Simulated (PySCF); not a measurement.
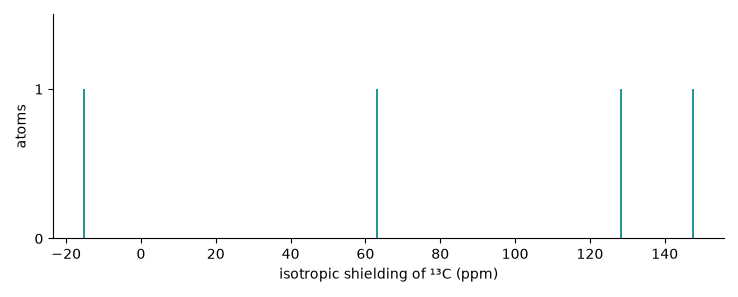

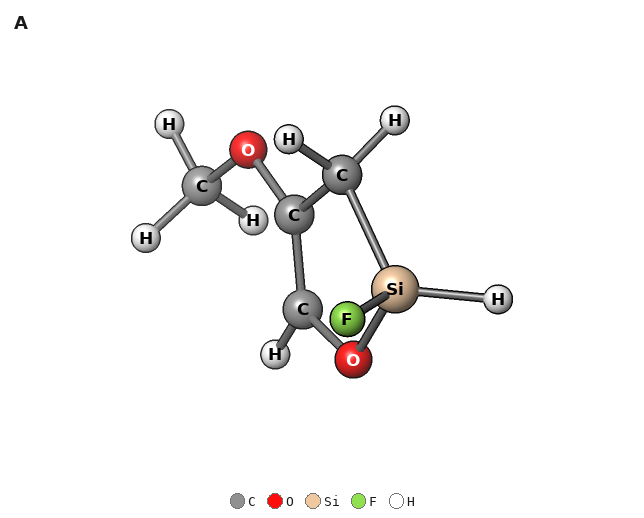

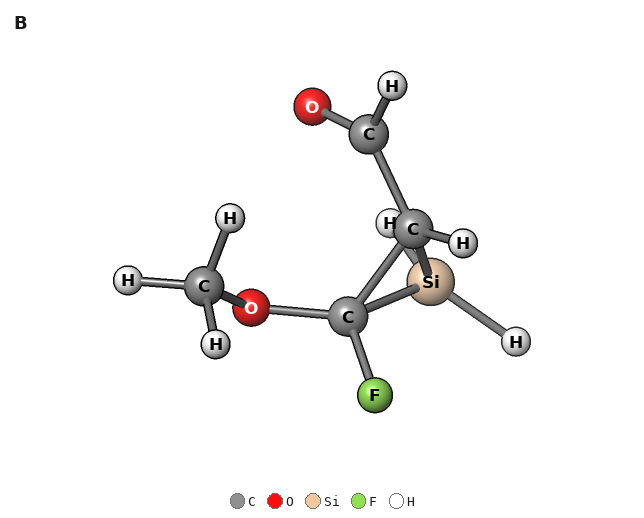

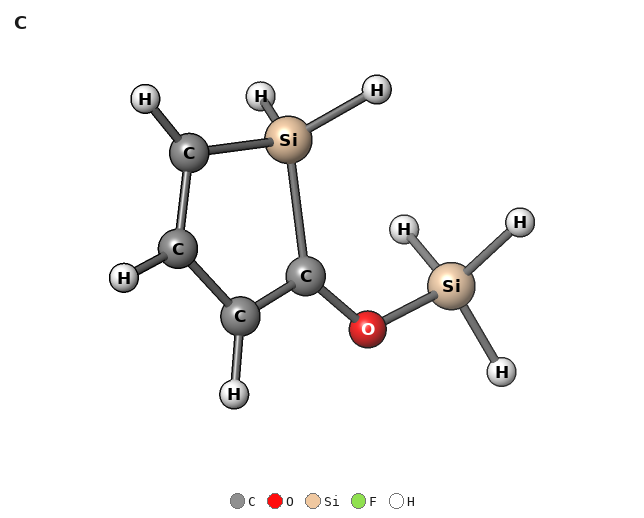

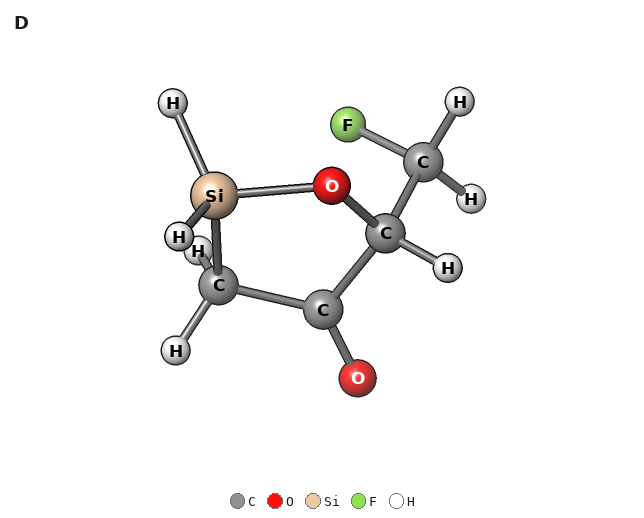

The sticks are computed shieldings of one of the molecules, for one fixed geometry (GFN2-xTB) without averaging over rotations. Low shielding means a high chemical shift. Method: GIAO PBE0/pcSseg-1 NMR shielding, non-relativistic, gas phase (PySCF 2.14.0).

Question: Which molecule gives this pattern?

Answer: B, `CO[C@@]1(F)[SiH2][C@H]1C=O`. Its 4 C atoms give lines at −15.3, 63.1, 128.4, 147.7 ppm.

The geometry is semi-empirical. Around Si such bond lengths and angles can be off by a tenth of an ångström or more and by several degrees, and values that hang on the shape move with them.
